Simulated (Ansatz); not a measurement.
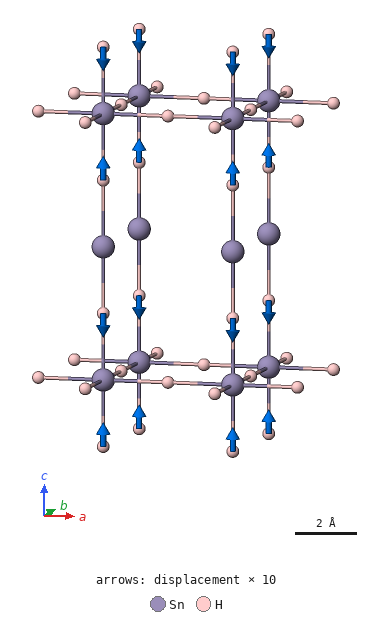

This is a relaxation of solid SnH$_{2}$ (a generated structure, set up in P4/mmm) (coarse preliminary run). The starting structure is drawn; blue arrows show the displacements (the part carried along by the change of the cell is left out), magnified 10 times.

The picture is a ball-and-stick view of the cell of the calculation, seen slightly off an axis.

Method: DFT PBE, scalar-relativistic, plane waves, PAW in Ansatz.

The input:
```yaml
crystal:
  lattice:
    - [4.41003293, 0.0, 0.0]
    - [0.0, 4.41003293, 0.0]
    - [0.0, 0.0, 8.82006587]
  atoms:
    - { symbol: Sn, position: [0.0, 0.0, 0.0] }
    - { symbol: Sn, position: [0.0, 0.0, 0.5] }
    - { symbol: H, position: [0.5, 0.0, 0.0] }
    - { symbol: H, position: [0.0, 0.5, 0.0] }
    - { symbol: H, position: [0.0, 0.0, 0.25] }
    - { symbol: H, position: [0.0, 0.0, 0.75] }
basis:
  ecutwfc: 420
kpoints:
  mp_grid: { grid: [4, 4, 2] }
hamiltonian:
  xc: pbe
scf:
  occupations: { method: gaussian, width: 0.1 }
  lower_state_search: "off"
output:
  forces: true
  stress: true
  eigenvalues: true
relax:
  adjacent_minimum: "off"
  f_tol: 0.04
  max_steps: 70
  cell: { stress_tol: 0.4 }
```

Command:
```bash
ansatz run input.yaml --threads 1 --pin off --max-ram 2048MiB --backend cpu --events-out ev --progress --plain --runs-dir out
```

### Atoms of which element are displaced furthest, and by how much?

Hydrogen: up to 0.081 Å, against 0.000 Å for tin.

### Describe the change and its energy.

The largest moves relative to the cell, 0.081 Å, are those of H5 and H6. H6 goes along +c. Sn stays in place. Cell: a = b 4.410 → 3.785 Å (−14.2 %), c 8.820 → 7.945 Å (−9.9 %). Volume −33.7 %. Among the contacts that change: Sn1–H3 2.205 → 1.892 Å, Sn1–H5 2.205 → 1.905 Å, Sn2–H5 2.205 → 2.068 Å. The space group stays P4/mmm (No. 123). After 4 accepted moves (5 points after the start) the energy has fallen by 267 meV per atom. The largest force component goes from 0.41 to 0.019 eV/Å. Pressure: −5.95 GPa at the start and −0.07 GPa at the end. The SCF was repeated once at an unchanged geometry on a basis and grid sized afresh for the cell, which shifted the energy by 1.7 meV per atom at most.
